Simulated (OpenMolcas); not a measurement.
# SiPH₃Cl: excited-state calculation (part 2 of 2)

SiPH₃Cl, multiplicity 2, SMILES P[SiH]Cl; CASPT2/STO-3G (OpenMolcas 26.06). The geometry comes from this level: GFN2-xTB. The settings of this run were made unusual or wrong on purpose.

Geometry of the input (Å):
```
P  -0.4161  0.3396  -1.1494
Si 0.3629  -0.1321  0.8959
Cl 1.4531  -1.8456  0.8205
H  -1.4148  -0.6221  -1.1567
H  -1.2797  1.3338  -0.7221
H  1.2947  0.9264  1.3117
```

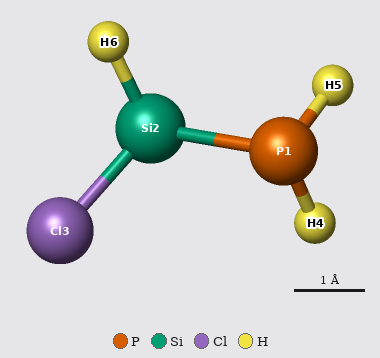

The input geometry (ball-and-stick view, seen at a tilt; atoms are numbered from 1 in the order of the input).

## Log, continued
```
      printout of CI-coefficients larger than  0.05 for root  3
      energy=   -1078.653989
      conf/sym  11111111     Coeff  Weight
             2  22220u00  -0.07557 0.00571
             3  222200u0   0.10542 0.01111
             5  222u2000   0.72074 0.51946
             6  222udu00   0.06582 0.00433
             7  222uud00   0.06091 0.00371
             8  222u0200  -0.05029 0.00253
            21  22u22000   0.22454 0.05042
            30  22u2d00u   0.06174 0.00381
            37  2u222000   0.57328 0.32865
            43  2u22u0d0   0.05236 0.00274
            46  2u22d00u   0.05134 0.00264
            62  u222d00u  -0.05205 0.00271
           177  2ud2200u  -0.06031 0.00364
           293  2u2u2d00  -0.05611 0.00315

      printout of CI-coefficients larger than  0.05 for root  4
      energy=   -1078.625627
      conf/sym  11111111     Coeff  Weight
             2  22220u00  -0.07177 0.00515
             3  222200u0  -0.86527 0.74869
             5  222u2000   0.24297 0.05903
            21  22u22000  -0.25075 0.06287
            27  22u2u0d0  -0.07839 0.00614
            29  22u20020   0.05983 0.00358
            38  2u22du00   0.06771 0.00458
            39  2u22ud00   0.11781 0.01388
           111  2u2d20u0  -0.09374 0.00879
           151  220220u0   0.05137 0.00264
           211  202220u0   0.10939 0.01197
           212  2022udu0   0.07122 0.00507

      printout of CI-coefficients larger than  0.05 for root  5
      energy=   -1078.615299
      conf/sym  11111111     Coeff  Weight
             2  22220u00   0.06913 0.00478
             3  222200u0   0.29863 0.08918
             5  222u2000   0.21812 0.04758
            21  22u22000  -0.86151 0.74220
            22  22u2du00   0.07834 0.00614
            23  22u2ud00   0.10331 0.01067
            24  22u20200   0.05178 0.00268
            30  22u2d00u  -0.05123 0.00262
            46  2u22d00u  -0.06061 0.00367
            57  u222d0u0   0.05819 0.00339
           151  220220u0   0.07641 0.00584
           177  2ud2200u   0.05811 0.00338
           191  u2d220u0   0.05260 0.00277
           211  202220u0  -0.05251 0.00276
           217  2022200u   0.05815 0.00338

      Natural orbitals and occupation numbers for root  1
      sym 1:   1.995228   1.964400   1.975901   1.987152   1.003079   0.031657   0.016132   0.026451

      Natural orbitals and occupation numbers for root  2
      sym 1:   1.988027   1.045698   1.969093   1.985535   1.864286   0.095411   0.021202   0.030747

      Natural orbitals and occupation numbers for root  3
      sym 1:   1.988425   1.949038   1.984233   1.040231   1.910204   0.064903   0.022382   0.040583

      Natural orbitals and occupation numbers for root  4
      sym 1:   1.984280   1.847411   1.892074   1.963445   0.381810   0.052109   0.844535   0.034337

      Natural orbitals and occupation numbers for root  5
      sym 1:   1.973349   1.943028   1.125399   1.987287   1.750671   0.039654   0.137610   0.043002

      ************************************************************************************************************************
      *                                                    Final results                                                     *
      ************************************************************************************************************************

++    Final optimization conditions:
      ------------------------------

      Average CI energy                           -1078.70602126
      RASSCF energy for state  5                  -1078.61529859
      Super-CI energy                                -0.00000000
      RASSCF energy change                            0.00000000
      Max change in MO coefficients              -3.488E-05
      Max non-diagonal density matrix element     3.536E-05
      Maximum BLB matrix element                 -6.859E-06
      (orbital pair  24,  30 in symmetry   1)
      Norm of electronic gradient            5.422E-02
--

      Final state energy(ies):
      ------------------------

::    RASSCF root number  1 Total energy:  -1078.90409490
::    RASSCF root number  2 Total energy:  -1078.73109675
::    RASSCF root number  3 Total energy:  -1078.65398895
::    RASSCF root number  4 Total energy:  -1078.62562714
::    RASSCF root number  5 Total energy:  -1078.61529859
      Von Neumann Entropy (Root   1) =  0.78802

      Mulliken population analysis for root number:  1
      -----------------------------------------------

++    Molecular charges:
      ------------------

      Mulliken charges per centre
      ---------------------------

                P1      SI2     CL3     H4      H5      H6
      Total   14.7851 13.5044 17.3915  1.0897  1.0964  1.1328

      N-E      0.2149  0.4956 -0.3915 -0.0897 -0.0964 -0.1328

      Total electronic charge=   49.000000

      Total            charge=   -0.000000
--

      Expectation values of various properties for root number:  1
      -----------------------------------------------------------

++    Molecular properties:
      ---------------------

      Charge (e):
                      =   -0.0000
      Dipole Moment (debye):
      Origin of the operator (angstrom)=    0.4814   -0.5783    0.1814
                   X= -2.4825E+00               Y=  2.2513E+00               Z=  2.6199E-01           Total=  3.3615E+00
      Quadrupole Moment (debye*angstrom):
      Origin of the operator (angstrom)=    0.4814   -0.5783    0.1814
                  XX= -3.6277E+01              XY=  1.3173E+00              XZ= -8.2842E-01              YY= -3.8679E+01
                  YZ=  1.7595E+00              ZZ= -3.6574E+01
      In traceless form (debye*angstrom)
                  XX=  1.3491E+00              XY=  1.9760E+00              XZ= -1.2426E+00              YY= -2.2534E+00
                  YZ=  2.6392E+00              ZZ=  9.0434E-01
--

      Mulliken spin population analysis for root number:  1
      ---------------------------------------------------

++    Molecular charges:
      ------------------

      Mulliken spin population per centre
      ---------------------------

                P1      SI2     CL3     H4      H5      H6
      Total    0.1239  0.8141  0.0421  0.0037  0.0021  0.0141

      Total electronic spin=    1.000000
--

      Von Neumann Entropy (Root   2) =  0.99632

      Mulliken population analysis for root number:  2
      -----------------------------------------------

++    Molecular charges:
      ------------------

      Mulliken charges per centre
      ---------------------------

                P1      SI2     CL3     H4      H5      H6
      Total   14.5693 13.6736 17.4418  1.0812  1.0868  1.1474

      N-E      0.4307  0.3264 -0.4418 -0.0812 -0.0868 -0.1474

      Total electronic charge=   49.000000

      Total            charge=   -0.000000
--

      Expectation values of various properties for root number:  2
      -----------------------------------------------------------

++    Molecular properties:
      ---------------------

      Charge (e):
                      =   -0.0000
      Dipole Moment (debye):
      Origin of the operator (angstrom)=    0.4814   -0.5783    0.1814
                   X= -2.5347E+00               Y=  3.6116E+00               Z= -4.4421E+00           Total=  6.2610E+00
      Quadrupole Moment (debye*angstrom):
      Origin of the operator (angstrom)=    0.4814   -0.5783    0.1814
                  XX= -3.6598E+01              XY=  9.9936E-01              XZ=  2.1107E+00              YY= -3.7774E+01
                  YZ= -1.4088E+00              ZZ= -3.3836E+01
      In traceless form (debye*angstrom)
                  XX= -7.9264E-01              XY=  1.4990E+00              XZ=  3.1661E+00              YY= -2.5576E+00
                  YZ= -2.1133E+00              ZZ=  3.3502E+00
--

      Mulliken spin population analysis for root number:  2
      ---------------------------------------------------

++    Molecular charges:
      ------------------

      Mulliken spin population per centre
      ---------------------------

                P1      SI2     CL3     H4      H5      H6
      Total    0.7073  0.1723  0.0182  0.0112  0.0118  0.0793

      Total electronic spin=    1.000000
--

      Von Neumann Entropy (Root   3) =  0.95689

      Mulliken population analysis for root number:  3
      -----------------------------------------------

++    Molecular charges:
      ------------------

      Mulliken charges per centre
      ---------------------------

                P1      SI2     CL3     H4      H5      H6
      Total   14.6618 13.7698 17.4347  1.0225  1.0432  1.0679

      N-E      0.3382  0.2302 -0.4347 -0.0225 -0.0432 -0.0679

      Total electronic charge=   49.000000

      Total            charge=   -0.000000
--

      Expectation values of various properties for root number:  3
      -----------------------------------------------------------

++    Molecular properties:
      ---------------------

      Charge (e):
                      =   -0.0000
      Dipole Moment (debye):
      Origin of the operator (angstrom)=    0.4814   -0.5783    0.1814
                   X= -1.5264E+00               Y=  3.6145E+00               Z= -2.8076E+00           Total=  4.8246E+00
      Quadrupole Moment (debye*angstrom):
      Origin of the operator (angstrom)=    0.4814   -0.5783    0.1814
                  XX= -3.5739E+01              XY=  2.1675E+00              XZ=  2.0155E+00              YY= -3.7169E+01
                  YZ=  1.3716E+00              ZZ= -3.8061E+01
      In traceless form (debye*angstrom)
                  XX=  1.8763E+00              XY=  3.2512E+00              XZ=  3.0233E+00              YY= -2.6890E-01
                  YZ=  2.0573E+00              ZZ= -1.6074E+00
--

      Mulliken spin population analysis for root number:  3
      ---------------------------------------------------

++    Molecular charges:
      ------------------

      Mulliken spin population per centre
      ---------------------------

                P1      SI2     CL3     H4      H5      H6
      Total    0.5521  0.0365  0.0219  0.0650  0.0533  0.2712

      Total electronic spin=    1.000000
--

      Von Neumann Entropy (Root   4) =  1.43797

      Mulliken population analysis for root number:  4
      -----------------------------------------------

++    Molecular charges:
      ------------------

      Mulliken charges per centre
      ---------------------------

                P1      SI2     CL3     H4      H5      H6
      Total   14.7013 13.5518 17.4615  1.0814  1.0934  1.1106

      N-E      0.2987  0.4482 -0.4615 -0.0814 -0.0934 -0.1106

      Total electronic charge=   49.000000

      Total            charge=   -0.000000
--

      Expectation values of various properties for root number:  4
      -----------------------------------------------------------

++    Molecular properties:
      ---------------------

      Charge (e):
                      =   -0.0000
      Dipole Moment (debye):
      Origin of the operator (angstrom)=    0.4814   -0.5783    0.1814
                   X= -3.7894E+00               Y=  3.6190E+00               Z= -2.2649E-01           Total=  5.2448E+00
      Quadrupole Moment (debye*angstrom):
      Origin of the operator (angstrom)=    0.4814   -0.5783    0.1814
                  XX= -3.5830E+01              XY=  1.7783E+00              XZ= -1.1221E+00              YY= -3.8620E+01
                  YZ=  1.2938E+00              ZZ= -3.2817E+01
      In traceless form (debye*angstrom)
                  XX= -1.1183E-01              XY=  2.6674E+00              XZ= -1.6831E+00              YY= -4.2961E+00
                  YZ=  1.9408E+00              ZZ=  4.4079E+00
--

      Mulliken spin population analysis for root number:  4
      ---------------------------------------------------

++    Molecular charges:
      ------------------

      Mulliken spin population per centre
      ---------------------------

                P1      SI2     CL3     H4      H5      H6
      Total    0.0995  0.6153  0.2889  0.0039  0.0091 -0.0168

      Total electronic spin=    1.000000
--

      Von Neumann Entropy (Root   5) =  1.20062

      Mulliken population analysis for root number:  5
      -----------------------------------------------

++    Molecular charges:
      ------------------

      Mulliken charges per centre
      ---------------------------

                P1      SI2     CL3     H4      H5      H6
      Total   14.8622 13.8060 17.0678  1.0891  1.0812  1.0937

      N-E      0.1378  0.1940 -0.0678 -0.0891 -0.0812 -0.0937

      Total electronic charge=   49.000000

      Total            charge=   -0.000000
--

      Expectation values of various properties for root number:  5
      -----------------------------------------------------------

++    Molecular properties:
      ---------------------

      Charge (e):
                      =   -0.0000
      Dipole Moment (debye):
      Origin of the operator (angstrom)=    0.4814   -0.5783    0.1814
                   X=  6.7975E-01               Y=  3.3680E-01               Z= -1.7459E-01           Total=  7.7845E-01
      Quadrupole Moment (debye*angstrom):
      Origin of the operator (angstrom)=    0.4814   -0.5783    0.1814
                  XX= -3.5523E+01              XY= -6.2807E-01              XZ=  1.3625E+00              YY= -3.4080E+01
                  YZ=  1.0884E+00              ZZ= -4.0032E+01
      In traceless form (debye*angstrom)
                  XX=  1.5332E+00              XY= -9.4211E-01              XZ=  2.0438E+00              YY=  3.6977E+00
                  YZ=  1.6325E+00              ZZ= -5.2309E+00
--

      Mulliken spin population analysis for root number:  5
      ---------------------------------------------------

++    Molecular charges:
      ------------------

      Mulliken spin population per centre
      ---------------------------

                P1      SI2     CL3     H4      H5      H6
      Total    0.0441  0.1490  0.6136  0.0011  0.0119  0.1804

      Total electronic spin=    1.000000
--

      Average orbitals are written to the RASORB file
      Natural orbitals for root   1 are written to the RASORB.1 file
      Natural orbitals for root   2 are written to the RASORB.2 file
      Natural orbitals for root   3 are written to the RASORB.3 file
      Natural orbitals for root   4 are written to the RASORB.4 file
      Natural orbitals for root   5 are written to the RASORB.5 file
      Spin density orbitals for root   1 are written to the SPDORB.1 file
      Spin density orbitals for root   2 are written to the SPDORB.2 file
      Spin density orbitals for root   3 are written to the SPDORB.3 file
      Spin density orbitals for root   4 are written to the SPDORB.4 file
      Spin density orbitals for root   5 are written to the SPDORB.5 file

--- Stop Module: rasscf /rc=_RC_ALL_IS_WELL_ ---
           step18.RasOrb.2 step18.RasOrb.3 step18.RasOrb.4 step18.RasOrb.5 step18.rasscf.h5 step18.SpdOrb.1 step18.SpdOrb.2 step18.SpdOrb.3 step18.SpdOrb.4 step18.SpdOrb.5 xmldump
--- Module rasscf spent 2 seconds ---

--- Start Module: caspt2 ---

                                              &CASPT2

                       available to each process: 1.9 GB of memory, 1 thread

 ###############################################################################
 ###    WARNING: User changed nr of frozen orbitals.                         ###
 ###############################################################################
 ###    ERROR: Too many frozen orbitals!                                     ###
 ###############################################################################
--- Stop Module: caspt2 /rc=_RC_INPUT_ERROR_ ---

.####################.
.# User input error #.
.####################.

    Timing: Wall=3.01 User=2.43 System=0.57
```
